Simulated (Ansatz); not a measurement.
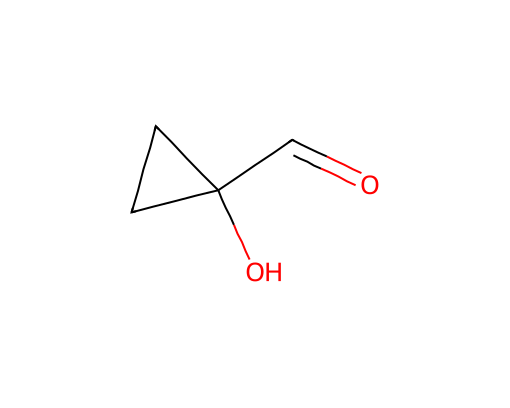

Skeletal drawing of a molecule.

Question: Write the SMILES.

Answer: O=CC1(O)CC1

Question: Give the formula, hydrogens included.

Answer: C4H6O2.

Question: An optimisation with PBE0-D4/def2-TZVP gave a structure of which point group?

Answer: Cs. Other conformers may differ.

The parts below concern this one geometry. Atoms keep their numbers from picture to picture. The geometry was computed by an optimisation with PBE0-D4/def2-TZVP. No frequency run is at hand to confirm it as a minimum.

### Shape

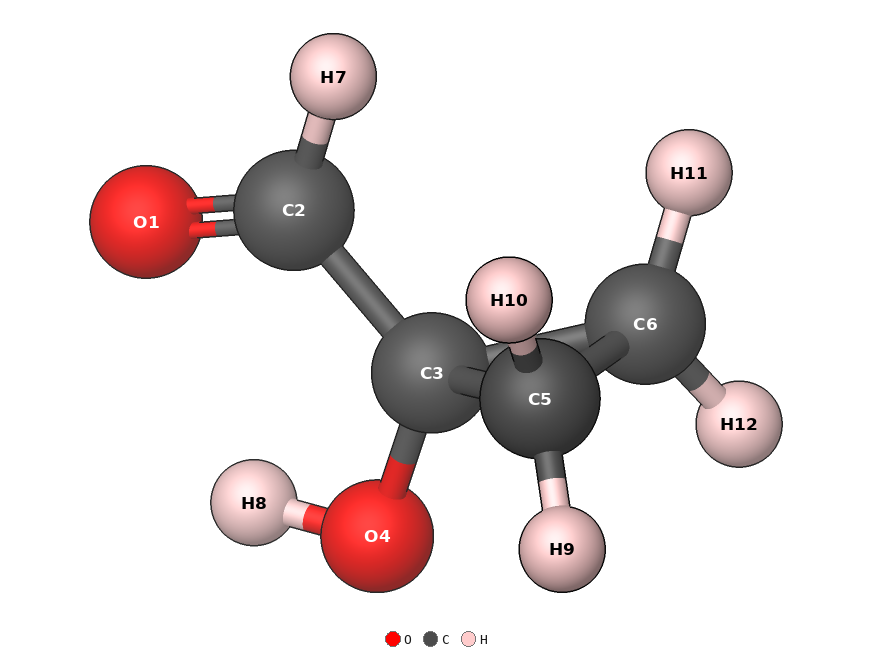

Numbered structure. No frequency run is at hand to confirm it as a minimum.

Question: What is the geometry at C2?

Answer: C2 has 3 neighbours (O1 at 1.21, C3 at 1.47, H7 at 1.11 Å); the arrangement is trigonal planar.

Question: Describe the coordination of atom 4.

Answer: O4 has 2 neighbours (C3 at 1.38, H8 at 0.97 Å); the arrangement is bent.

Question: What is the dihedral angle C2–C3–C6–C5?

Answer: 107° in size, that is anticlinal.

### Charges

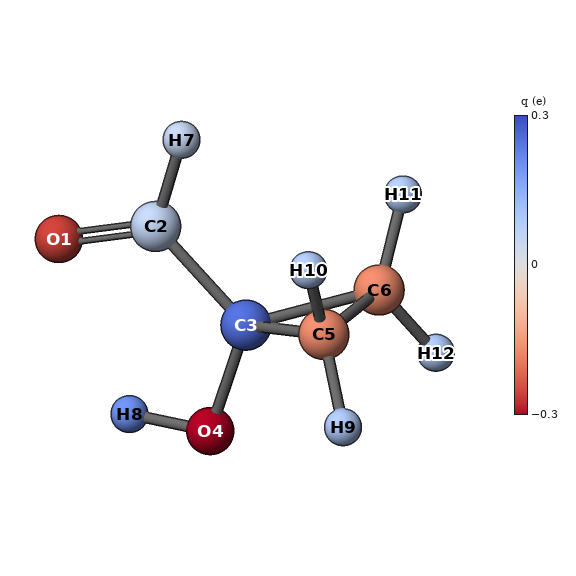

Atoms are coloured by their Mulliken charges. No frequency run is at hand to confirm it as a minimum. Properties computed with RKS PBE-D4/def2-TZVPP (Ansatz 0.2.0).

List the Mulliken charges.

```tsv
atom	value (e)
O1	−0.25
C2	0.06
C3	0.25
O4	−0.30
C5	−0.17
C6	−0.17
H7	0.05
H8	0.20
H9	0.09
H10	0.08
H11	0.08
H12	0.09
```

### Dipole moment

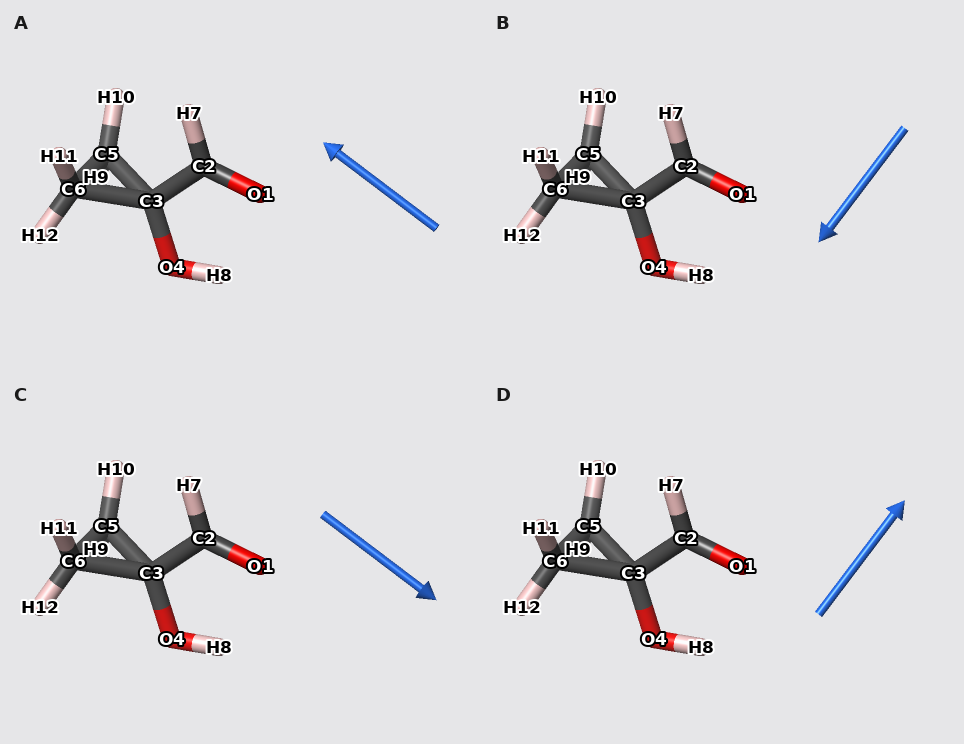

The same molecule four times, each with an arrow. No frequency run is at hand to confirm it as a minimum. Method: RKS r2SCAN-D4/def2-TZVPP (Ansatz 0.2.0).

Question: Which arrow points along the dipole moment, from the negative to the positive end?

Answer: A. The dipole moment is 2.59 D; it points from the side of H8 to the side of H10, H11 (the outermost atoms at the two ends).

### Levels of theory compared

No frequency run is at hand to confirm it as a minimum. Program: Ansatz 0.2.0.

Compare HOMO energy (eV), HOMO–LUMO gap (eV) at these levels: B3LYP-D4/def2-TZVPP; PBE-D4/def2-TZVPP; PBE0-D4/def2-TZVPP; r2SCAN-D4/def2-TZVPP; ωB97M-V/def2-TZVPP; ωB97X-V/def2-TZVPP.

```json
{"level": "B3LYP-D4/def2-TZVPP", "HOMO energy (eV)": "−7.26", "HOMO–LUMO gap (eV)": "6.04"}
{"level": "PBE-D4/def2-TZVPP", "HOMO energy (eV)": "−6.07", "HOMO–LUMO gap (eV)": "4.02"}
{"level": "PBE0-D4/def2-TZVPP", "HOMO energy (eV)": "−7.48", "HOMO–LUMO gap (eV)": "6.54"}
{"level": "r2SCAN-D4/def2-TZVPP", "HOMO energy (eV)": "−6.34", "HOMO–LUMO gap (eV)": "4.52"}
{"level": "ωB97M-V/def2-TZVPP", "HOMO energy (eV)": "−9.76", "HOMO–LUMO gap (eV)": "11.05"}
{"level": "ωB97X-V/def2-TZVPP", "HOMO energy (eV)": "−9.83", "HOMO–LUMO gap (eV)": "11.23"}
```

Mulliken values depend strongly on the basis set and can even reverse the polarity of a bond.
